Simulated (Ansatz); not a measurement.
## Electronic structure of Cl₅H₃OW in real space

Input file:

```
crystal:
  periodic: [false, false, false]
  atoms:
    - { symbol: W, position_ang: [-0.036803, -0.158514, 0.095933] }
    - { symbol: Cl, position_ang: [0.051154, -0.082267, 2.475832] }
    - { symbol: Cl, position_ang: [2.118945, -1.098573, 0.08234] }
    - { symbol: Cl, position_ang: [-1.485675, 1.636219, 0.347222] }
    - { symbol: H, position_ang: [-1.299096, -0.411382, -0.973618] }
    - { symbol: Cl, position_ang: [-0.866336, -2.293732, 0.307796] }
    - { symbol: Cl, position_ang: [0.60777, 0.780155, -1.920286] }
    - { symbol: O, position_ang: [1.968371, 2.061085, 0.998911] }
    - { symbol: H, position_ang: [2.686951, 1.404421, 0.890477] }
    - { symbol: H, position_ang: [1.63852, 1.858988, 1.912394] }
basis:
  gaussian: { orbitals: def2-SVP }
hamiltonian:
  xc: pbe
relax:
  f_tol: 0.03
  max_steps: 50
output:
  orbitals: {}
```

Command:

```sh
ansatz run input.yaml --threads 4 --pin off --max-ram 5120MiB --backend cpu --events-out ev --progress --plain --runs-dir out
```

The fields are those of the run's last geometry, not of the input's.

Core potentials replace the inner electrons of W.

These are results of RKS PBE/def2-SVP in Ansatz 0.2.0, not measurements.

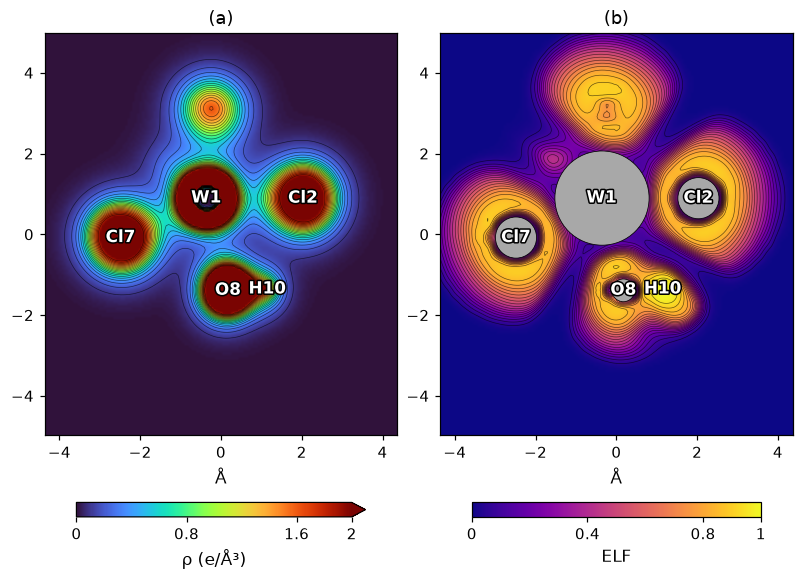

Figure 1. (a) electron density; (b) electron localisation function on the plane of atoms Cl7, W1 and O8. Grey discs cover the atomic cores in the ELF map.

Read the bonding off the picture.

Answer.
- The plane passes through W, Cl, O and H nuclei.
- W–O (2.34 Å): the density is about 0.38 e/Å³ at the midpoint; the ELF is about 0.15 at the midpoint.
- O–H (0.99 Å): ρ at the midpoint is about 3.6 e/Å³; the ELF climbs to about 1 towards the hydrogen, as it does in any bond to H (an ordinary covalent bond to hydrogen).
- W–Cl (2.34 Å): the density is about 0.63 e/Å³ at the midpoint; the ELF peaks at about 0.85 in the valence shell of Cl, 0.8 Å from its nucleus, and is about 0.40 at the midpoint.
- W–Cl (2.39 Å): ρ is about 0.57 e/Å³ halfway; the ELF peaks at about 0.85 in the valence shell of Cl, 0.8 Å from its nucleus, and is about 0.40 at the midpoint.

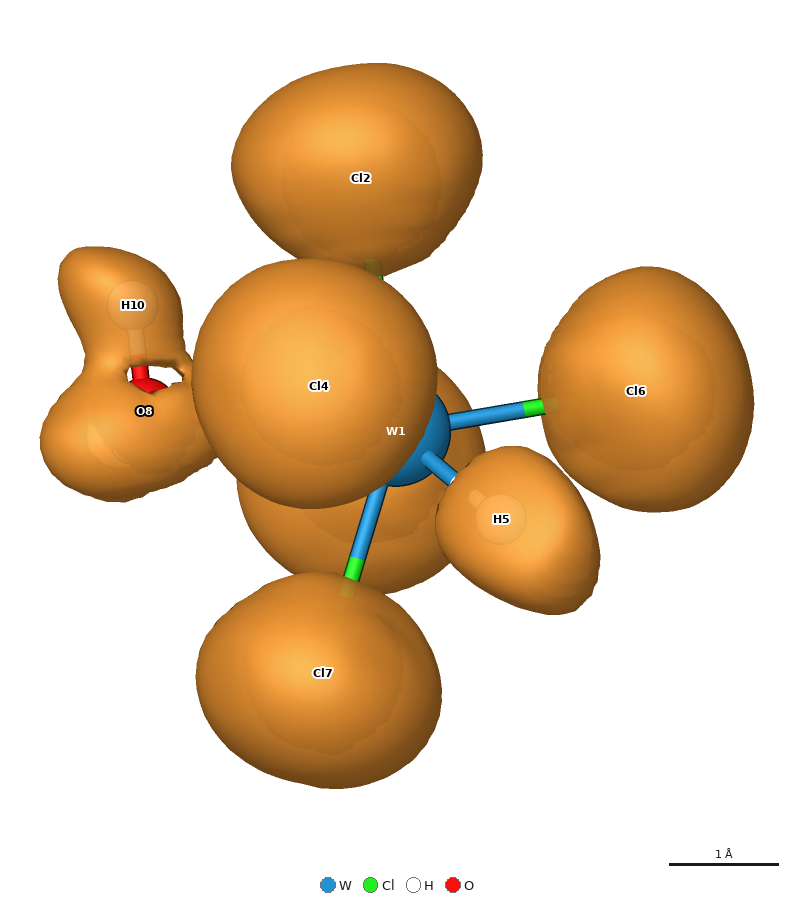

Figure 2. Isosurface of the electron localisation function at 0.8 (orange), seen at an oblique angle. Only the valence region is drawn (cores and ρ < 0.01 e/Å³ removed).

Where are the electrons localised?

Answer. At this value the surface marks out one region around a hydrogen nucleus, five regions wrapped around Cl (the valence shell of each) and one joined region spread over several atoms (H, O), in which their bonds and any lone pairs are merged.


W–Cl (2.30 Å): the ELF peaks at about 0.85 in the valence shell of Cl, 0.8 Å from its nucleus, and is about 0.40 at the midpoint.

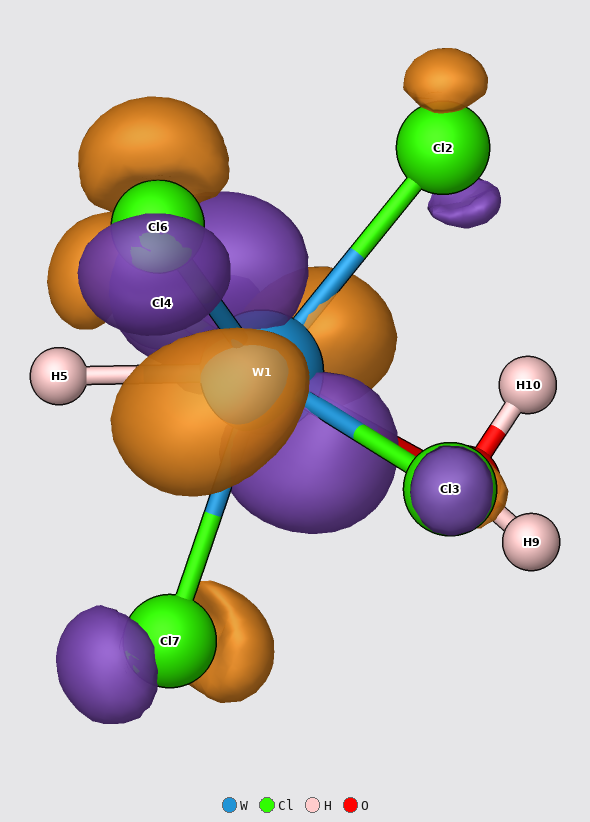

Figure 3. The LUMO at ±0.15 Å⁻³ᐟ² (orange and purple are the two phases), seen at a tilt.

Where does this orbital lie, and at what energy?

Answer. Its weight (Hirshfeld) is mainly on W1 (about 55 %), Cl6 (about 15 %), Cl7 (about 10 %) and Cl4 (about 10 %). Its energy is −5.12 eV.
